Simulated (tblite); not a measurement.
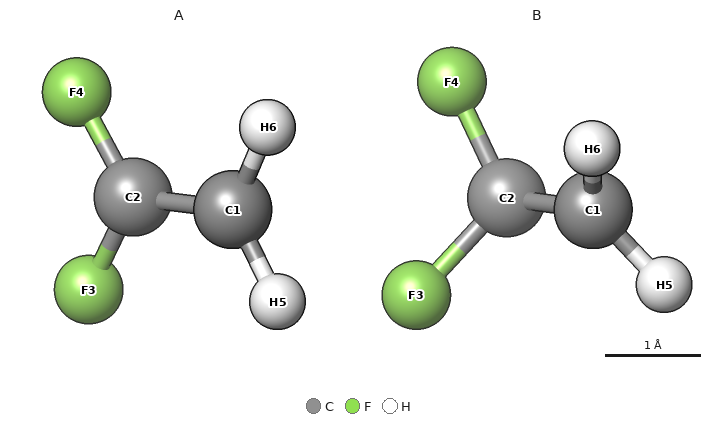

Two geometries of C$_{2}$H$_{2}$F$_{2}$ (charge +1, multiplicity 2), drawn at one scale. One is the start of a relaxation, the other its converged end. A ball-and-stick model, seen from a free direction.

Level of theory: GFN2-xTB geometry optimisation, gas phase (tblite). 

Q: Which of the two is the end point?

A: Structure A is the relaxed one. The atom that moves furthest after the best rigid fit is H6 (0.51 Å). By element the largest moves are H 0.51 Å, F 0.49 Å, C 0.31 Å. Some distances before and after: C2–F3 1.398 → 1.276 Å, C2–F4 1.359 → 1.276 Å, C1–C2 1.462 → 1.389 Å, C1–H6 1.079 → 1.090 Å. Among the angles between lasting bonds that change: C1–C2–F3 112.8° → 123.4°, C1–C2–F4 115.1° → 123.5°, C2–C1–H6 124.6° → 120.5°. After 30 geometry steps the energy has fallen by 1.461 eV.
